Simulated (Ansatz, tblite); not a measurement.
**Ge(OH)2Cl2 (Cl2GeH2O2): which spin state is lowest**

Aim: set other spin states of Ge(OH)2Cl2 (Cl2GeH2O2) against its singlet, on many levels of theory.

The runs use Ansatz 0.2.0, Gaussian basis; as each input shows.

Plan: triplet, at the geometry of the singlet (GFN1-xTB, GFN2-xTB, PBE0-D4/def2-TZVP, PBE-D4/def2-TZVP, r2SCAN-D4/def2-TZVP); the singlet's energies come from earlier runs.

## 1. The relaxed structure

The singlet was relaxed beforehand with PBE0-D4/def2-SVP.

7 atoms, charge 0, spin multiplicity 1.

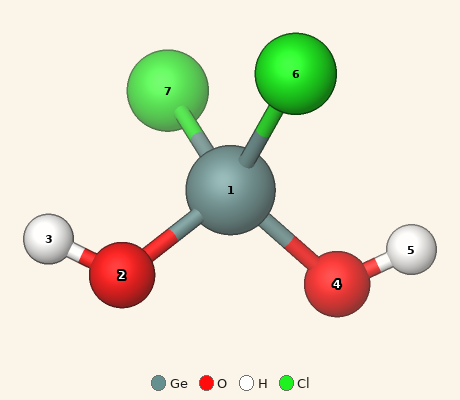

The geometry (germanium teal, oxygen red, hydrogen white, chlorine green); atoms are numbered from 1 in the order of the file.

Geometry (Å):

```mol
Cl2GeH2O2
  3D, bonds by distance, orders not assigned

  7  6  0  0  0  0  0  0  0  0999 V2000
   -0.0988    0.0021   -0.0692 Ge  0  0
   -0.0280    0.0587    1.6718 O   0  0
   -0.8354   -0.2625    2.0903 H   0  0
    1.5595   -0.0897   -0.5993 O   0  0
    1.6856    0.2450   -1.4950 H   0  0
   -1.0345    1.7389   -0.9022 Cl  0  0
   -1.2484   -1.6924   -0.6965 Cl  0  0
  1  2  8  0
  1  4  8  0
  1  6  8  0
  1  7  8  0
  2  3  8  0
  4  5  8  0
M  END
```

## 2. Triplet at the fixed geometry, GFN1-xTB

Tight binding, by tblite at 300 K electronic temperature and without a spin-polarisation term:

```python
tblite.interface.Calculator('GFN1-xTB', numbers, positions, charge=0, uhf=2).singlepoint()
```

Energy -558.5026 eV; 0.007 s.

## 3. Triplet at the fixed geometry, GFN2-xTB

Tight binding, by tblite at 300 K electronic temperature and without a spin-polarisation term:

```python
tblite.interface.Calculator('GFN2-xTB', numbers, positions, charge=0, uhf=2).singlepoint()
```

Energy -547.2750 eV; 0.009 s.

## 4. Triplet at the fixed geometry, PBE0-D4/def2-TZVP

File in.yaml:

```yaml
crystal:
  periodic: [false, false, false]
  atoms:
    - {symbol: Ge, position_ang: [-0.098758, 0.002062, -0.069158]}
    - {symbol: O, position_ang: [-0.027998, 0.058655, 1.671824]}
    - {symbol: H, position_ang: [-0.835407, -0.262501, 2.090305]}
    - {symbol: O, position_ang: [1.559470, -0.089726, -0.599333]}
    - {symbol: H, position_ang: [1.685571, 0.244968, -1.495018]}
    - {symbol: Cl, position_ang: [-1.034501, 1.738948, -0.902164]}
    - {symbol: Cl, position_ang: [-1.248377, -1.692395, -0.696456]}
basis:
  gaussian: {orbitals: def2-TZVP}
magnetization: {spin_polarized: true, initial_magnetization: 2}
hamiltonian: {xc: pbe0, dispersion: d4}
scf: {omitted_lower_state_checks: [starts]}
output: {orbitals: {seedname: orbitals}}
```

Launch:

```sh
$ ansatz run in.yaml --threads 4 --pin off --events-out ev --progress --plain --max-ram 3916MiB
```

The program printed:

```text
Functional definition: PBE0
  name "PBE0"
  cite "Adamo & Barone, J. Chem. Phys. 110, 6158 (1999) doi:10.1063/1.478522"
  cite "Perdew, Burke & Ernzerhof, Phys. Rev. Lett. 77, 3865 (1996) doi:10.1103/PhysRevLett.77.3865"
  parent pbe
  parameter a = 0.25
  parameter kappa = 0.804
  parameter beta = 0.06672455060314922
  exchange = (1 - a)*pbe_x(kappa = kappa, mu = beta*pi^2/3) + a*exact_x
  correlation = pbe_c(beta = beta)
these checks for a lower state are left out or cut short: starts
1327 factors; their error is unknown
mean field evaluation 1: about -85659.6385 eV, gradient 5.7e1 eV
mean field evaluation 2: about -85597.0529 eV, gradient 1.3e2 eV
mean field evaluation 4: about -85670.1209 eV, gradient 9.3e0 eV
mean field evaluation 8: about -85670.5053 eV, gradient 3.9e-1 eV
mean field evaluation 16: about -85670.8609 eV, gradient 3.4e-2 eV
mean field evaluation 32: about -85670.8611 eV, gradient 2.6e-4 eV
mean field -85670.86108430 eV, -3148.3460750526 hartree, gradient 6.7e-6 eV, S^2 2.006769; 0 other end points of the search recorded, 0 dependent functions left out
reference -85670.86111203 eV, -3148.3460760718 hartree; 43, 41 occupied and 153, 155 virtual orbitals, 1327 factors
Total energy: -85671.04087619 eV, -3148.3526822827 hartree
Checks for a lower state left out: starts
```

It took 23 s on 4 threads of Arm Neoverse V1, shared host; peak memory 1.3 GiB.

From the report: HOMO -3.12 eV, LUMO -7.63 eV (over both spins; with the spin held, an empty level of the minority spin lies below the top filled one); ⟨S²⟩ 2.007 (pure: 2.00).

## 5. Triplet at the fixed geometry, PBE-D4/def2-TZVP

start.molden holds the orbitals of an earlier run on this state, given as this run's starting guess.

in.yaml, as its differences from that of step 4:

```diff
@@ -11,5 +11,5 @@
 basis:
-  gaussian: {orbitals: def2-TZVP}
+  gaussian: {orbitals: def2-TZVP, initial_orbitals: start.molden}
 magnetization: {spin_polarized: true, initial_magnetization: 2}
-hamiltonian: {xc: pbe0, dispersion: d4}
+hamiltonian: {xc: pbe, dispersion: d4}
 scf: {omitted_lower_state_checks: [starts]}
```

Same command.

The program printed:

```text
Functional definition: PBE
  name "PBE"
  cite "Perdew, Burke & Ernzerhof, Phys. Rev. Lett. 77, 3865 (1996) doi:10.1103/PhysRevLett.77.3865"
  parent pbe
  parameter kappa = 0.804
  parameter beta = 0.06672455060314922
  exchange = pbe_x(kappa = kappa, mu = beta*pi^2/3)
  correlation = pbe_c(beta = beta)
these checks for a lower state are left out or cut short: starts
1260 factors; their error is unknown
mean field evaluation 1: about -85667.9940 eV, gradient 1.1e1 eV
mean field evaluation 2: about -85668.2234 eV, gradient 5.2e-1 eV
mean field evaluation 4: about -85668.2523 eV, gradient 2.9e-1 eV
mean field evaluation 8: about -85668.2528 eV, gradient 8.1e-5 eV
mean field evaluation 16: about -85668.2528 eV, gradient 4.6e-6 eV
mean field -85668.25279855 eV, -3148.2502223194 hartree, gradient 4.6e-6 eV, S^2 2.001996; 0 other end points of the search recorded, 0 dependent functions left out
reference -85668.25283821 eV, -3148.2502237767 hartree; 43, 41 occupied and 153, 155 virtual orbitals, 1260 factors
Total energy: -85668.46319912 eV, -3148.2579543977 hartree
Checks for a lower state left out: starts
```

Wall time 4.8 s (4 threads of Arm Neoverse V1, shared host).

HOMO -2.33 eV, LUMO -7.83 eV (over both spins; with the spin held, an empty level of the minority spin lies below the top filled one); ⟨S²⟩ 2.002 (pure: 2.00).

## 6. Triplet at the fixed geometry, r2SCAN-D4/def2-TZVP

in.yaml, as its differences from that of step 5:

```diff
@@ -13,3 +13,3 @@
 magnetization: {spin_polarized: true, initial_magnetization: 2}
-hamiltonian: {xc: pbe, dispersion: d4}
+hamiltonian: {xc: r2scan, dispersion: d4}
 scf: {omitted_lower_state_checks: [starts]}
```

Same command.

The program printed (excerpt; [...] marks lines left out):

```text
Functional definition: r2SCAN
  name "r2SCAN"
  cite "Furness, Kaplan, Ning, Perdew & Sun, J. Phys. Chem. Lett. 11, 8208 (2020) doi:10.1021/acs.jpclett.0c02405"
  cite "Furness, Kaplan, Ning, Perdew & Sun, J. Phys. Chem. Lett. 11, 9248 (2020) doi:10.1021/acs.jpclett.0c03077"
  parent r2scan
[...]
1260 factors; their error is unknown
[...]
mean field -85687.13806316 eV, -3148.9442429927 hartree, gradient 4.3e-6 eV, S^2 2.005058; 0 other end points of the search recorded, 0 dependent functions left out
reference -85687.13807433 eV, -3148.9442434033 hartree; 43, 41 occupied and 153, 155 virtual orbitals, 1260 factors
Total energy: -85687.18660269 eV, -3148.9460267878 hartree
Checks for a lower state left out: starts
```

Run time: 13 s. Hardware: 4 threads of Arm Neoverse V1, shared host.

Report: HOMO -2.33 eV, LUMO -8.02 eV (over both spins; with the spin held, an empty level of the minority spin lies below the top filled one); ⟨S²⟩ 2.005 (pure: 2.00).

## 7. Triplet less singlet, vertical

The singlet's energies are those of its earlier runs, whose logs aren't repeated here.

| level | triplet less singlet, vertical (kJ/mol) | time |
| --- | --- | --- |
| GFN1-xTB | +659.7 | 0.013 s |
| GFN2-xTB | +553.3 | 0.014 s |
| PBE-D4/def2-TZVP | +534.9 | 6.7 s |
| r2SCAN-D4/def2-TZVP | +577.6 | 17 s |
| PBE0-D4/def2-TZVP | +611.9 | 26 s |

Times add the two runs; a level without a time comes out of a correlated run. Tight binding without a spin term can't rank spin states.

## 8. What came out

| quantity | value |
| --- | --- |
| triplet less singlet, vertical, functionals in def2-TZVP | +534.9 (PBE-D4) to +611.9 kJ/mol (PBE0-D4) |

What this shows: All functionals put the triplet above the singlet, over a spread of 77.0 kJ/mol. The checks for a lower triplet were left out, so another state of that spin may lie lower. These are electronic energies, without zero-point motion, entropy or surroundings.
